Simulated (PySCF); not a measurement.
SMILES OB(O)[SiH2][SiH3] (H₇BO₂Si₂) at its GFN2-xTB optimised geometry (Å):

```
12

O      2.2379    -1.6831    -0.9252
B      1.4210    -1.1021     0.0000
O      2.0324    -0.4372     1.0043
Si    -0.5511    -1.1021     0.0000
Si    -1.5422     0.9891     0.0000
H      1.8299    -2.1669    -1.6404
H      2.9920    -0.4492     0.9760
H     -1.1060    -1.8775     1.1251
H     -1.0670    -1.8584    -1.1697
H     -1.3509     1.7077    -1.2673
H     -2.9920     0.9401     0.2061
H     -1.0138     1.8775     1.0394
```

Computed with PBE0/def2-TZVP run with PySCF. Cells within 0.4 Å of a nucleus heavier than hydrogen are left out (blank, or x).

Map of the electrostatic potential (hartree/e), clipped to [-0.08, 0.12] on the plane z = 0.0 Å:

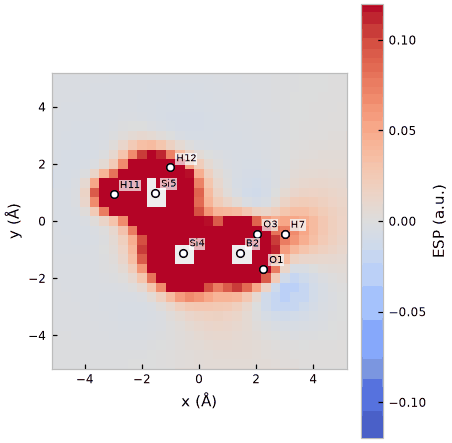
Figure: Electrostatic potential (hartree/e), clipped to [-0.08, 0.12] on the plane z = 0.0 Å.
